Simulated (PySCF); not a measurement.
Vertical excitations of a molecule C₃H₄ClNSi from TDA-M06-2X/def2-SVPD in PySCF, as energy in eV (oscillator strength): 3.28 (0.000), 4.67 (0.057), 5.54 (0.005), 6.46 (0.005), 6.71 (0.003), 7.11 (0.010), 7.15 (0.002), 7.24 (0.007), 7.30 (0.013), 7.38 (0.002). Lowest triplet (TDA): 2.77 eV. The structure is a stationary point at PBE0-D3(BJ)/def2-SVP. The values are those of a single conformer.

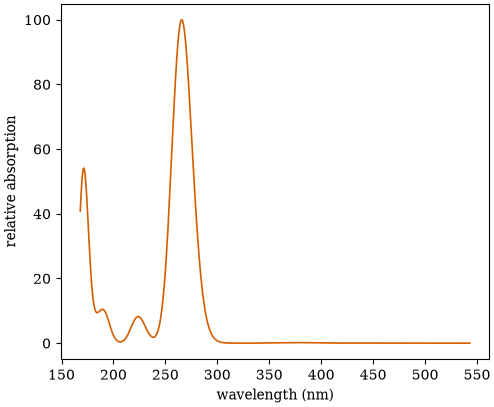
Figure: The lines broadened by 0.4 eV.

### Question
Which structure fits?
A) ClC1=CC=N[SiH2]1
B) Cl[Si@@H]1C=CN=C1
C) N#C/C=C(\[SiH3])Cl
D) N#C/C([SiH3])=C/Cl

### Answer
B, Cl[Si@@H]1C=CN=C1
